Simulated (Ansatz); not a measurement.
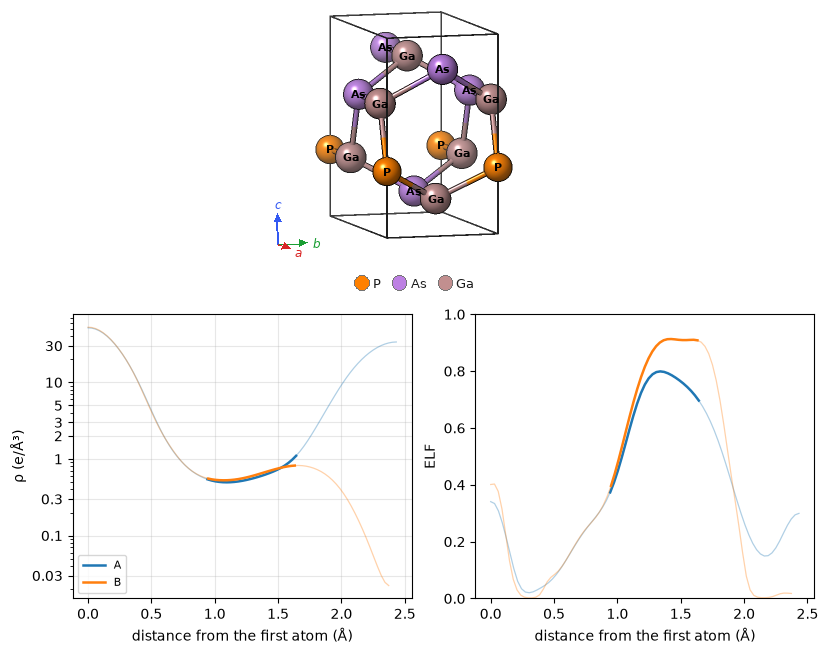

*Ga4As3P. Valence pseudo-density and ELF along straight lines between neighbouring atoms. Thin, pale parts lie inside the atomic spheres. The structure is drawn too.*

Space group Pm; started from the ordered alloy on wurtzite lattice prototype, which need not be the ambient phase.

Level of theory: DFT, r2SCAN, plane waves, PAW (Ansatz 0.2.0).

The density is the valence pseudo-density of a PAW calculation; it isn't the true density close to the nuclei.

Question: Which curve belongs to which contact (Ga–As and Ga–P)? The first atom named is at distance zero.

Answer: Curve A: Ga–As (2.43 Å): ρ at the midpoint is about 0.52 e/Å³; the ELF peaks at about 0.80 between the atoms: a shared electron pair. Curve B: Ga–P (2.37 Å): the density is about 0.55 e/Å³ at the midpoint; the ELF peaks at about 0.90 between the atoms: localised, covalent bonding.
